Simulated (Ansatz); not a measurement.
# Ta2GaC: pressure series

Take Ta2GaC (space group P6_3/mmc, No. 194; a = 3.095 Å, c = 13.490 Å; a cell from a computed database, its experimental status unchecked) as the base.

Cell and atoms are relaxed at each pressure.

All numbers come from PBEsol (Ansatz, a program for electronic structure, PAW, spin-orbit coupling left out).

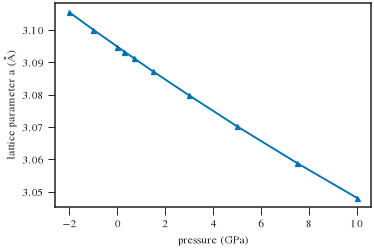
Figure. Lattice parameter a against pressure

| pressure (GPa) | lattice parameter a |
|---|---|
| -2 | 3.105 Å |
| -1 | 3.100 Å |
| 0.3 | 3.093 Å |
| 0.7 | 3.091 Å |
| 1.5 | 3.087 Å |
| 3 | 3.080 Å |
| 5 | 3.070 Å |
| 7.5 | 3.059 Å |
| 10 | 3.048 Å |

Load acts through the strain it causes; cell and atoms are relaxed under it. Whether these cells are dynamically stable was not tested. No other phases were tried under pressure. All final runs are without spin polarisation.
